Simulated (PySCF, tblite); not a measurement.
**C₂H₁₀FNSi₂, a small molecule taken as a stand-in for a surface group (C site with back bonds [SiH3], N[SiH3], C): NMR shifts, core binding energies and electronic excitations**

Wanted: the NMR shifts, core binding energies and electronic excitations for `CC(F)([SiH3])N[SiH3]`.

Computed with tblite 0.8.0 and PySCF 2.14.0; each step states its level. No surroundings beyond the atoms listed, unless a continuum is named. Atoms count from 0, parts from 1.

### Step 1. Starting point

16 atoms, charge 0, multiplicity 1; geometry: distance geometry start.

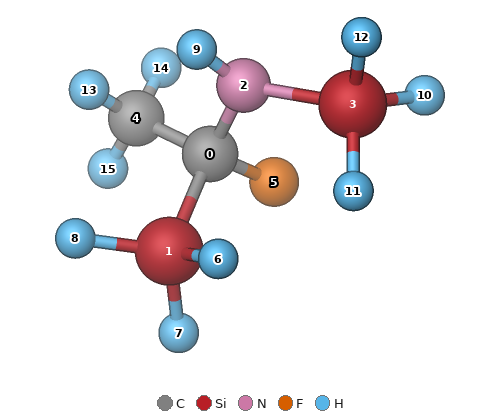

The starting geometry (carbon grey, silicon red, nitrogen pink, fluorine orange, hydrogen blue), atoms numbered.

### Step 2. Relaxing the cluster with GFN2-xTB

Job settings and geometry (Å):

```
{"job": {"kind": "relax", "xc": "GFN2-xTB", "basis": "xTB"}, "charge": 0, "multiplicity": 1}
C     -0.488650    -1.480242    -0.798623
Si     0.359353    -0.373066    -2.000787
N     -0.383320    -0.946786     0.509993
Si    -1.387023     0.536783     0.942187
C      0.123498    -2.786223    -0.838191
F     -1.752460    -1.606045    -1.148696
H      0.310706     0.962392    -1.565481
H     -0.271754    -0.495207    -3.285997
H      1.707204    -0.803820    -2.133664
H      0.529445    -1.001182     0.955038
H     -2.744125     0.164078     1.090764
H     -1.248975     1.510653    -0.063061
H     -0.889130     1.061072     2.174518
H      1.077522    -2.721950    -0.466113
H     -0.421416    -3.434069    -0.233531
H      0.114890    -3.166233    -1.801848
```

With the program's defaults for keys left out, this is: GFN2-xTB geometry optimisation, gas phase.

Run with:

```console
> OMP_NUM_THREADS=1 python cluster_run.py task.json out
```

This one command runs all jobs of the session in turn.

Log:

```text
step      E/eV     max force
  0    -557.27792    3.817
  1    -557.89481    1.407
  2    -558.07268    0.991
  3    -558.12255    0.620
  4    -558.16688    0.430
  5    -558.18599    0.346
  6    -558.20150    0.318
  7    -558.21271    0.302
  8    -558.22352    0.235
  9    -558.23281    0.222
 10    -558.24167    0.214
 11    -558.24982    0.194
 12    -558.25618    0.176
 13    -558.26121    0.159
 14    -558.26640    0.193
 15    -558.27199    0.253
 16    -558.27722    0.240
 17    -558.28144    0.146
 18    -558.28492    0.158
 19    -558.28844    0.180
 20    -558.29281    0.187
 21    -558.29800    0.167
 22    -558.30298    0.160
 23    -558.30687    0.143
 24    -558.30992    0.150
 25    -558.31317    0.166
 26    -558.31726    0.162
 27    -558.32168    0.188
 28    -558.32576    0.173
 29    -558.32971    0.155
 30    -558.33319    0.153
 31    -558.33366    0.456
 32    -558.33888    0.170
 33    -558.34159    0.124
 34    -558.34596    0.118
 35    -558.34770    0.124
 36    -558.35127    0.147
 37    -558.35393    0.147
 38    -558.35647    0.133
 39    -558.35795    0.086
 40    -558.35906    0.072
 41    -558.36017    0.139
 42    -558.36180    0.129
 43    -558.36393    0.132
 44    -558.36556    0.091
 45    -558.36668    0.078
 46    -558.36764    0.073
 47    -558.36865    0.094
 48    -558.36965    0.102
 49    -558.37055    0.092
 50    -558.37169    0.102
 51    -558.37350    0.127
 52    -558.37610    0.158
 53    -558.37847    0.108
 54    -558.38018    0.085
 55    -558.38135    0.070
 56    -558.38254    0.132
 57    -558.38389    0.128
 58    -558.38537    0.073
 59    -558.38657    0.075
 60    -558.38752    0.092
 61    -558.38885    0.114
 62    -558.39020    0.090
 63    -558.39110    0.053
 64    -558.39156    0.035
 65    -558.39186    0.041
 66    -558.39222    0.073
 67    -558.39272    0.067
 68    -558.39335    0.084
 69    -558.39404    0.057
 70    -558.39461    0.049
 71    -558.39501    0.041
 72    -558.39545    0.048
 73    -558.39597    0.051
 74    -558.39650    0.053
 75    -558.39697    0.058
 76    -558.39741    0.061
 77    -558.39790    0.050
 78    -558.39842    0.052
 79    -558.39884    0.050
 80    -558.39916    0.050
 81    -558.39948    0.057
 82    -558.39988    0.051
 83    -558.40031    0.055
 84    -558.40062    0.040
 85    -558.40079    0.029
 86    -558.40092    0.028
 87    -558.40108    0.031
 88    -558.40130    0.041
 89    -558.40156    0.042
 90    -558.40185    0.037
 91    -558.40218    0.048
 92    -558.40268    0.059
 93    -558.40325    0.082
 94    -558.40405    0.090
 95    -558.40483    0.072
 96    -558.40543    0.062
 97    -558.40596    0.060
 98    -558.40666    0.083
 99    -558.40756    0.108
100    -558.40865    0.135
101    -558.40975    0.089
102    -558.41070    0.068
103    -558.41100    0.075
104    -558.41182    0.073
105    -558.41251    0.078
106    -558.41324    0.067
107    -558.41391    0.086
108    -558.41506    0.128
109    -558.41675    0.235
110    -558.41932    0.207
111    -558.42201    0.197
112    -558.42467    0.177
113    -558.42555    0.184
114    -558.42776    0.136
115    -558.43117    0.101
116    -558.43621    0.135
117    -558.43936    0.201
118    -558.44394    0.206
119    -558.44776    0.171
120    -558.45132    0.141
121    -558.45507    0.114
122    -558.45670    0.175
123    -558.45911    0.090
124    -558.46013    0.069
125    -558.46091    0.072
126    -558.46173    0.090
127    -558.46245    0.070
128    -558.46306    0.070
129    -558.46378    0.095
130    -558.46455    0.090
131    -558.46537    0.083
132    -558.46626    0.069
133    -558.46728    0.079
134    -558.46838    0.089
135    -558.46940    0.076
136    -558.47022    0.067
137    -558.47073    0.087
138    -558.47129    0.040
139    -558.47168    0.046
140    -558.47191    0.042
141    -558.47218    0.056
142    -558.47245    0.044
143    -558.47267    0.031
144    -558.47284    0.035
145    -558.47298    0.034
146    -558.47312    0.028
147    -558.47326    0.027
148    -558.47340    0.023
149    -558.47355    0.031
150    -558.47372    0.032
151    -558.47392    0.031
152    -558.47411    0.029
153    -558.47428    0.031
154    -558.47443    0.033
155    -558.47454    0.021
156    -558.47464    0.023
157    -558.47474    0.025
158    -558.47487    0.043
159    -558.47506    0.050
160    -558.47527    0.038
161    -558.47542    0.024
162    -558.47549    0.019
163    -558.47553    0.019
164    -558.47556    0.015
165    -558.47560    0.014
166    -558.47563    0.011
167    -558.47566    0.010
168    -558.47568    0.009
169    -558.47571    0.009
170    -558.47572    0.011
171    -558.47574    0.009
172    -558.47575    0.005
```

It took 4.1 s on 1 thread of Arm Neoverse V1, shared host.

Along the way:

```csv
step,energy from step 0 (eV),largest force (eV/Å)
0,0.0000,3.8177
7,-0.9348,0.3017
14,-0.9885,0.1934
21,-1.0201,0.1670
28,-1.0478,0.1734
35,-1.0698,0.1237
42,-1.0839,0.1286
49,-1.0926,0.0918
56,-1.1046,0.1317
63,-1.1132,0.0524
70,-1.1167,0.0481
77,-1.1200,0.0502
84,-1.1227,0.0404
91,-1.1243,0.0483
98,-1.1287,0.0835
105,-1.1346,0.0784
112,-1.1467,0.1773
119,-1.1698,0.1701
126,-1.1838,0.0897
133,-1.1894,0.0789
140,-1.1940,0.0426
147,-1.1953,0.0266
154,-1.1965,0.0328
161,-1.1975,0.0242
168,-1.1978,0.0094
172,-1.1978,0.0055
```

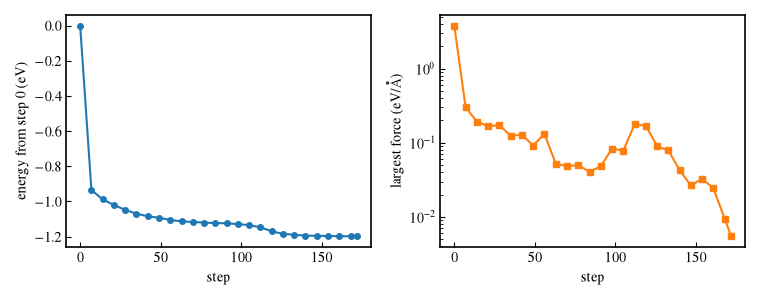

Energy and largest force along the relaxation.

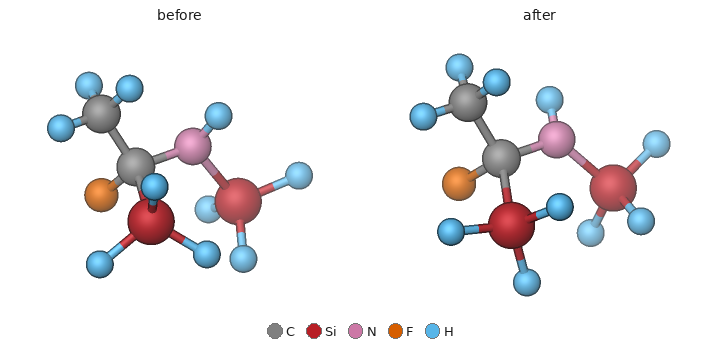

The geometry before (left) and after (right).

Close pairs (by a distance rule), those that changed most:

```csv
bond,before (Å),after (Å),change (Å)
C0–F5,1.317,1.443,+0.125
N2–Si3,1.843,1.729,-0.114
C0–Si1,1.841,1.927,+0.086
C0–C4,1.443,1.521,+0.078
C4–H13,1.026,1.087,+0.061
Si3–H11,1.406,1.465,+0.059
Si1–H6,1.405,1.459,+0.053
Si3–H10,1.415,1.466,+0.051
```

### Step 3. Geometry optimisation at PBE0-D3(BJ)/def2-SVP

Job settings and geometry (Å):

```
{"job": {"xc": "PBE0", "basis": "def2-SVP", "d3": "d3bj", "grid": 2, "kind": "geom", "shake": 0.01}, "charge": 0, "multiplicity": 1}
C     -0.119785    -0.583964    -0.239339
Si     0.466097     0.648311    -1.613731
N     -0.158329    -0.033968     1.059328
Si    -0.658746     1.537145     1.542775
C      0.584391    -1.900281    -0.293523
F     -1.504229    -0.846352    -0.627157
H     -0.494465     1.724411    -1.762499
H      0.561266    -0.135414    -2.845108
H      1.794644     1.143440    -1.206532
H     -0.314692    -0.762080     1.760698
H     -2.088495     1.838642     1.193951
H      0.214460     2.501325     0.918362
H     -0.567624     1.511374     2.990717
H      1.619299    -1.735831    -0.037636
H      0.151191    -2.592686     0.444950
H      0.503564    -2.325386    -1.263110
```

Log:

```text
step   0  E = -814.95333457  max force = 0.029791
step   1  E = -814.95991260  max force = 0.009835
step   2  E = -814.96023517  max force = 0.003186
step   3  E = -814.96023354  max force = 0.001490
step   4  E = -814.96033547  max force = 0.001009
step   5  E = -814.96037898  max force = 0.001011
step   6  E = -814.96042679  max force = 0.000887
step   7  E = -814.96044620  max force = 0.000695
step   8  E = -814.96045483  max force = 0.000465
step   9  E = -814.96045838  max force = 0.000155
optimisation converged
```

Wall time 2.1 min (1 thread of Arm Neoverse V1, shared host); peak memory 0.81 GiB.

Step by step:

```csv
step,energy from step 0 (eV),largest force component (eV/Å)
0,0.0000,1.5319
1,-0.1790,0.5057
2,-0.1878,0.1638
3,-0.1877,0.0766
4,-0.1905,0.0519
5,-0.1917,0.0520
6,-0.1930,0.0456
7,-0.1935,0.0357
8,-0.1938,0.0239
9,-0.1938,0.0080
```

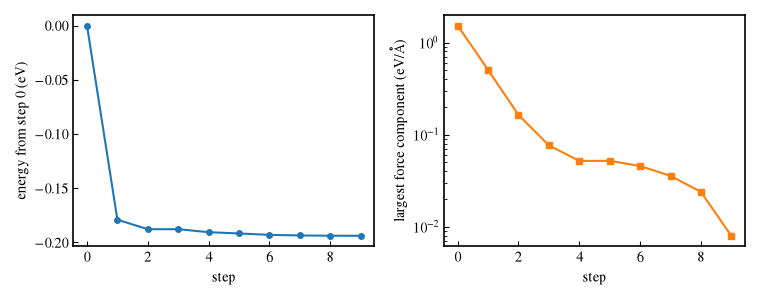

Energy and force, step by step.

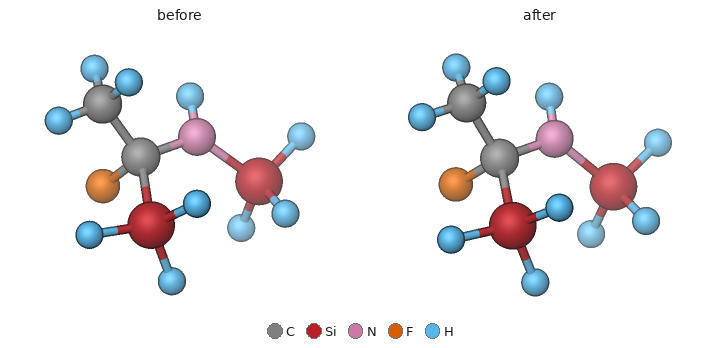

Before and after, at one scale.

Distances of close pairs at the start and the end, largest changes first:

```csv
bond,before (Å),after (Å),change (Å)
Si3–H11,1.443,1.494,+0.051
Si1–H6,1.450,1.492,+0.042
Si3–H12,1.451,1.492,+0.041
C0–F5,1.461,1.424,-0.038
C4–H15,1.062,1.099,+0.037
N2–Si3,1.718,1.751,+0.032
Si1–H7,1.463,1.491,+0.028
C0–C4,1.494,1.516,+0.022
```

The end geometry stands in the next job.

```csv
at the end point,value
point group (found at 0.08 Å tolerance),C1
"rotational constants (GHz, main isotopes)","2.825, 1.617, 1.326"
dipole moment (D),1.73
```

### Step 4. NMR shieldings: PBE0/pcSseg-1

Job settings and geometry (Å):

```
{"job": {"kind": "nmr", "xc": "PBE0", "basis": "pcSseg-1"}, "charge": 0, "multiplicity": 1}
C     -0.069990    -0.638962    -0.274620
Si     0.524733     0.626930    -1.598541
N     -0.174773    -0.102671     1.028765
Si    -0.831294     1.455196     1.483482
C      0.772293    -1.899117    -0.274213
F     -1.349866    -1.025659    -0.763620
H     -0.469014     1.734630    -1.708554
H      0.610941    -0.095585    -2.900191
H      1.864362     1.183922    -1.242174
H     -0.257507    -0.825389     1.741217
H     -2.234384     1.703156     1.030261
H      0.029990     2.543232     0.931156
H     -0.784903     1.476611     2.974409
H      1.801607    -1.679422     0.043216
H      0.333319    -2.627204     0.429055
H      0.792142    -2.363264    -1.269746
```

With the program's defaults for keys left out, this is: GIAO PBE0/pcSseg-1 NMR shielding, non-relativistic, gas phase.

Log:

```text
coarse grid: 13768 points
cycle   1  E = -815.1603659098  dE =  2.530e-01  |g| = 5.775e-01  |ddm| = 3.406e+00
cycle   2  E = -815.1156930806  dE =  4.467e-02  |g| = 8.098e-01  |ddm| = 9.895e-01
cycle   3  E = -815.2213671494  dE = -1.057e-01  |g| = 7.245e-02  |ddm| = 6.028e-01
cycle   4  E = -815.2220942400  dE = -7.271e-04  |g| = 3.452e-02  |ddm| = 7.046e-02
cycle   5  E = -815.2223237168  dE = -2.295e-04  |g| = 8.824e-03  |ddm| = 3.410e-02
cycle   6  E = -815.2223386248  dE = -1.491e-05  |g| = 2.901e-03  |ddm| = 9.364e-03
cycle   7  E = -815.2223404418  dE = -1.817e-06  |g| = 2.964e-04  |ddm| = 2.307e-03
final grid: 122584 points
cycle   8  E = -815.2614430250  dE = -2.631e-05  |g| = 7.521e-03  |ddm| = 2.199e-02
cycle   9  E = -815.2614289108  dE =  1.411e-05  |g| = 1.137e-02  |ddm| = 1.510e-02
cycle  10  E = -815.2614555859  dE = -2.668e-05  |g| = 1.017e-03  |ddm| = 8.828e-03
cycle  11  E = -815.2614557688  dE = -1.829e-07  |g| = 2.635e-04  |ddm| = 9.735e-04
cycle  12  E = -815.2614557813  dE = -1.255e-08  |g| = 4.791e-05  |ddm| = 2.247e-04
cycle  13  E = -815.2614557818  dE = -4.186e-10  |g| = 1.873e-05  |ddm| = 6.275e-05
converged SCF energy = -815.2614557818

GIAO shielding tensors (ppm)
atom      isotropic    diamagn.    paramagn.     s11        s22        s33       span
  0 C       85.875     243.303    -157.428     51.655     65.900    140.069     88.414
  1 Si     413.914     880.204    -466.290    389.594    398.010    454.139     64.545
  2 N      204.156     324.007    -119.851    171.304    182.458    258.706     87.402
  3 Si     408.147     879.547    -471.400    369.658    392.296    462.487     92.829
  4 C      152.565     248.144     -95.579    131.701    140.988    185.007     53.306
  5 F      296.487     478.139    -181.652    199.214    329.282    360.963    161.749
  6 H       26.816      29.601      -2.785     23.355     26.144     30.948      7.594
  7 H       27.352      29.060      -1.708     24.169     25.786     32.100      7.931
  8 H       27.251      29.378      -2.127     24.405     25.138     32.209      7.804
  9 H       30.010      33.869      -3.859     22.091     29.512     38.427     16.337
 10 H       26.403      28.929      -2.526     22.926     24.609     31.674      8.748
 11 H       26.457      29.338      -2.881     22.965     25.519     30.886      7.921
 12 H       26.777      28.552      -1.775     23.442     24.935     31.953      8.511
 13 H       29.861      29.728       0.133     26.637     27.587     35.358      8.721
 14 H       29.839      29.518       0.321     26.608     28.183     34.725      8.117
 15 H       29.536      29.226       0.310     25.393     27.807     35.406     10.013
```

Wall time 29 s (1 thread of Arm Neoverse V1, shared host); peak memory 0.87 GiB.

The references, computed at this level on geometries of the same kind, shield at (ppm): 1H TMS 31.27, 13C TMS 184.4, 29Si TMS 352.0, 19F CFCl3 177.2, 15N NH3 265.7. Their shielding less the atom's gives the shift. The references are single molecules in the gas phase, so shifts against H2O, NH3, PH3, H3PO4 or CFCl3 are not on the usual liquid scales and can be off by tens of ppm.

```csv
atoms,environment,σ (ppm),δ (ppm)
C0,"carbon bonded to C, F, N, Si",85.9,98.5
C4,"carbon bonded to C, 3 H",152.6,31.8
H10,hydrogen on a silicon bonded to N,26.40,4.86
H11,hydrogen on a silicon bonded to N,26.46,4.81
H12,hydrogen on a silicon bonded to N,26.78,4.49
H6,hydrogen on a silicon bonded to C,26.82,4.45
H8,hydrogen on a silicon bonded to C,27.25,4.02
H7,hydrogen on a silicon bonded to C,27.35,3.92
H15,hydrogen on a carbon bonded to C,29.54,1.73
H14,hydrogen on a carbon bonded to C,29.84,1.43
H13,hydrogen on a carbon bonded to C,29.86,1.41
H9,"hydrogen on a nitrogen bonded to C, Si",30.01,1.26
Si3,"silicon bonded to N, 3 H",408.1,-56.2
Si1,"silicon bonded to C, 3 H",413.9,-61.9
N2,"nitrogen bonded to C, Si, H",204.2,61.5
F5,fluorine bonded to C,296.5,-119.2
```

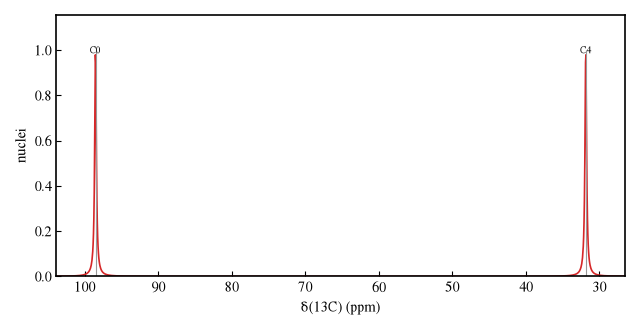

13C lines at the computed shifts, without couplings. Lines are broadened to a width of 0.27 ppm (Lorentzian).

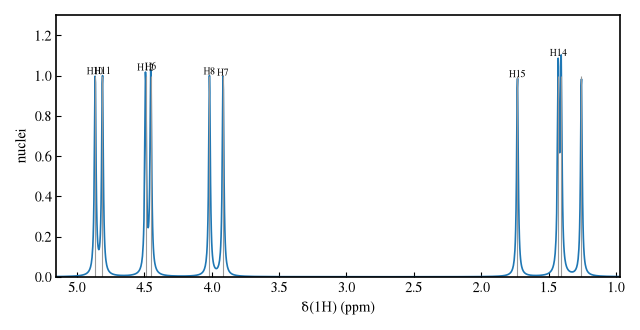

1H lines at the computed shifts, without couplings. Lines are broadened to a width of 0.01 ppm (Lorentzian).

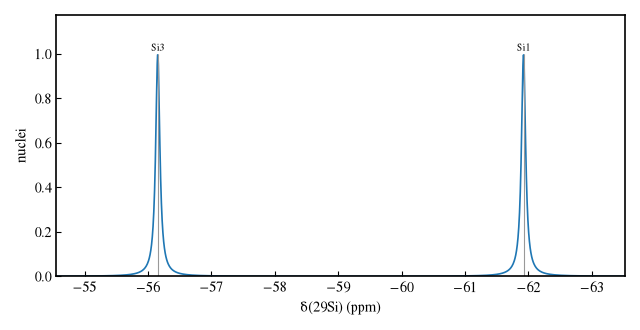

29Si lines at the computed shifts, without couplings. Lines are broadened to a width of 0.08 ppm (Lorentzian).

Charges from the same density, by scheme (e):

```csv
atoms,Mulliken,IAO,Hirshfeld,ESP fit
C0,0.04,0.15,0.06,0.51
Si1,0.47,0.56,0.29,0.25
N2,-0.63,-0.65,-0.24,-0.76
Si3,0.58,0.71,0.35,0.48
C4,-0.23,-0.42,-0.13,-0.65
F5,-0.34,-0.36,-0.14,-0.28
```

Mulliken charges:

C0 0.04; Si1 0.47; N2 -0.63; Si3 0.58; C4 -0.23; F5 -0.34; H6 -0.06; H7 -0.07; H8 -0.06; H9 0.20; H10 -0.08; H11 -0.08; H12 -0.10; H13 0.13; H14 0.12; H15 0.14

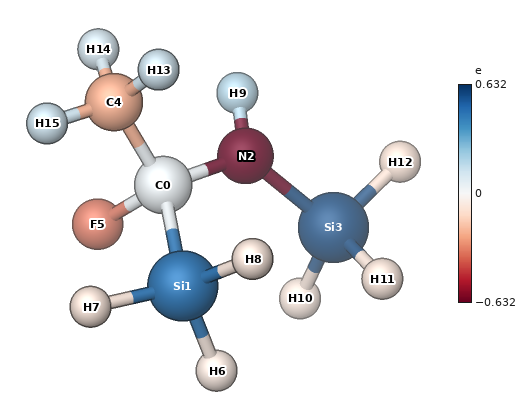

Mulliken charges, as colours on the atoms.

Mayer bond orders: C0–Si1 0.84, C0–N2 1.04, N2–Si3 0.94, C0–C4 1.02, C0–F5 0.82.

Orbitals, density, ELF and potential are computed afterwards from the orbital file.

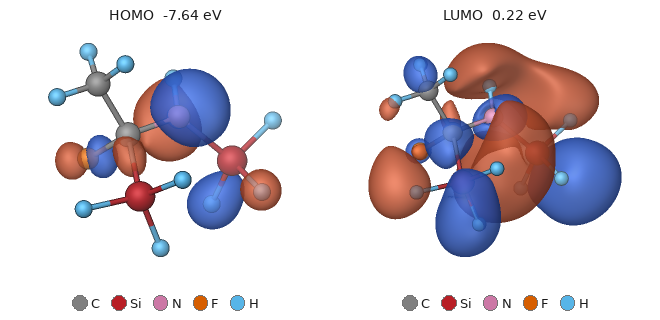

PBE0/pcSseg-1 orbitals near the gap, drawn at the value that encloses 70 % of each; the two colours are the two signs.

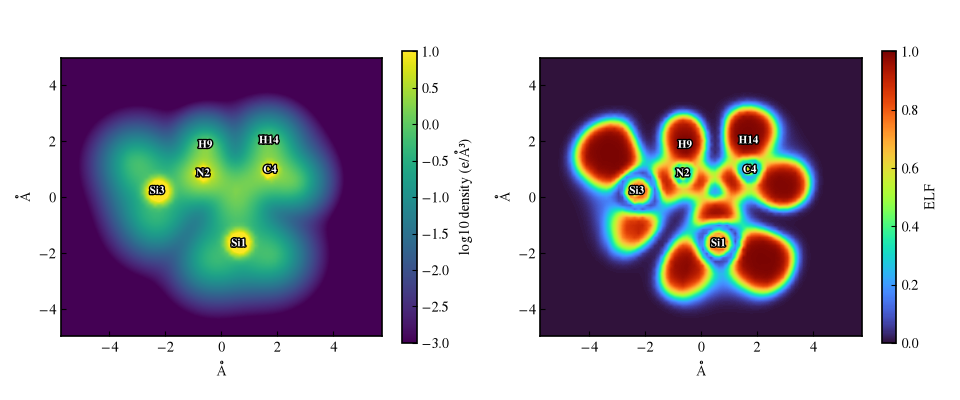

Density (left) and ELF (right) in a plane through or near 6 of the atoms.

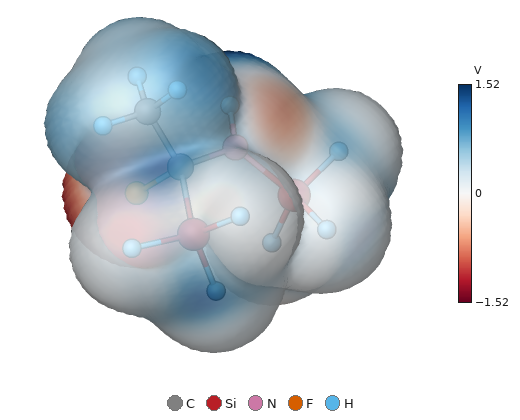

The potential that a unit positive charge feels on the 0.002 e/bohr³ surface, from -1.15 V near F5 to 1.52 V near H9.

(Part 1 of 2 ends here.)
